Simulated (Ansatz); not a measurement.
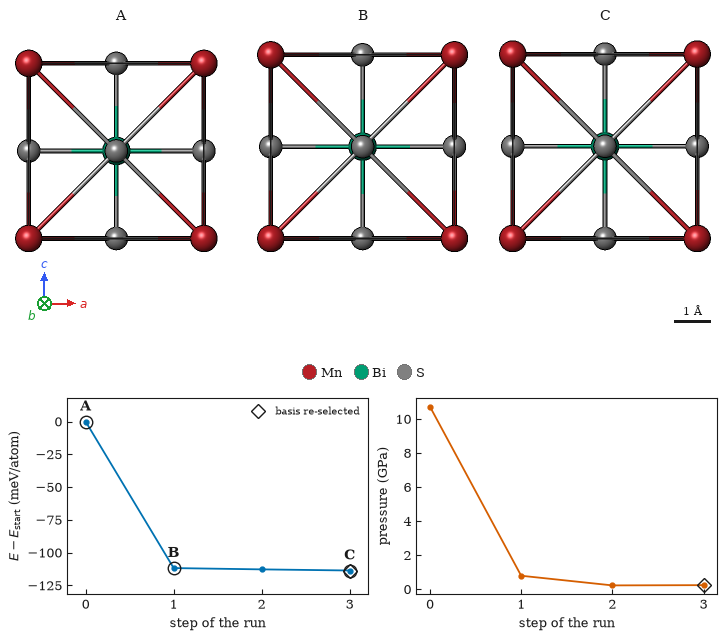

Frames of a relaxation of a crystal of MnBiS₃ (a generated structure, set up in Pm-3m) (coarse preliminary run), marked on the history of the run. The picture is a ball-and-stick view of the cell of the calculation, seen along the b axis.

These are results of DFT PBE, scalar-relativistic, plane waves, PAW in Ansatz 0.2.0, not measurements.

Input file:
```yaml
crystal:
  lattice:
    - [4.87817288, 0.0, 0.0]
    - [0.0, 4.87817288, 0.0]
    - [0.0, 0.0, 4.87817288]
  atoms:
    - { symbol: Mn, position: [0.0, 0.0, 0.0], spin: 4.0 }
    - { symbol: Bi, position: [0.5, 0.5, 0.5] }
    - { symbol: S, position: [0.0, 0.5, 0.5] }
    - { symbol: S, position: [0.5, 0.5, 0.0] }
    - { symbol: S, position: [0.5, 0.0, 0.5] }
basis:
  ecutwfc: 420
kpoints:
  mp_grid: { grid: [4, 4, 4] }
hamiltonian:
  xc: pbe
scf:
  occupations: { method: gaussian, width: 0.1 }
  lower_state_search: "off"
output:
  forces: true
  stress: true
  eigenvalues: true
  populations: true
magnetization:
  spin_polarized: true
relax:
  adjacent_minimum: "off"
  f_tol: 0.04
  max_steps: 70
  cell: { stress_tol: 0.4 }
```

Run as
```bash
ansatz run input.yaml --threads 1 --pin off --max-ram 2048MiB --backend cpu --events-out ev --progress --plain --runs-dir out
```

### What happens along the run?

No atom moves by more than 0.005 Å relative to the cell. Cell: a = b = c 4.878 → 5.137 Å (+5.3 %). Volume +16.8 %. Near-neighbour distances that change, for instance: Mn1–S3 3.449 → 3.633 Å, Bi2–S3 2.439 → 2.569 Å. The space group stays Pm-3m (No. 221). Over 2 accepted moves (3 points after the start) the energy falls by 114 meV per atom. All forces vanish by symmetry, so only the cell relaxes. Pressure: 10.73 GPa at the start and 0.24 GPa at the end. At 1 point the geometry stayed and the basis and grid were re-selected for the new cell (energy shift of 0.9 meV per atom at most each time). Cost: 20 s on 1 thread of Intel(R) Xeon(R) Platinum 8488C (Sapphire Rapids), on a shared host, peak memory 0.49 GiB. From step 0 to 1: volume +15.4 %, energy −112 meV per atom. From step 1 to 3: volume +1.2 %, energy −1.9 meV per atom.
